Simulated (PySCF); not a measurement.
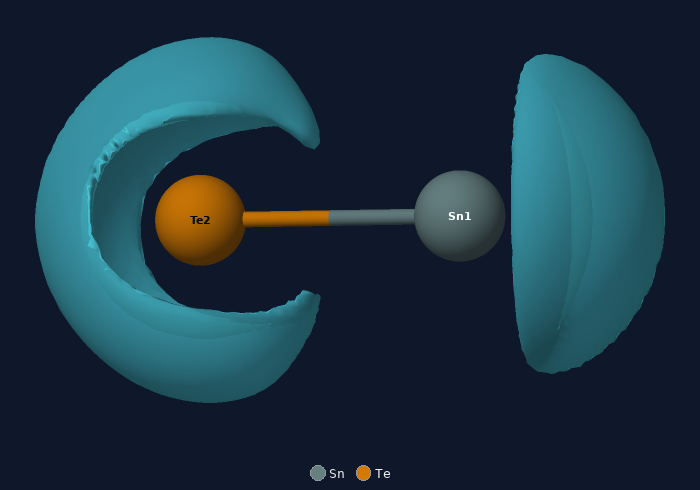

Figure. SnTe (charge +1, doublet). Isosurface of the electron localisation function at 0.75 (cyan), seen from one side. Only the valence region is drawn (cores and ρ < 0.01 e/Å³ removed).

Core potentials replace the inner electrons of Sn and Te.

Theory: PySCF 2.14.0, PBE0/def2-SVP, non-relativistic Hamiltonian with scalar-relativistic core potentials where named, at a bond length of 2.702 Å.

**What do the ELF domains correspond to?**

At this value the surface marks out one ring or bowl of non-bonding electrons around Te and one lobe on Sn, pointing away from the bonds (non-bonding electrons). Profiles from the grid: Sn–Te (2.70 Å): the ELF peaks at about 0.70 in the valence shell of Te, 1.2 Å from its nucleus, and drops to about 0.20 between the two atoms.
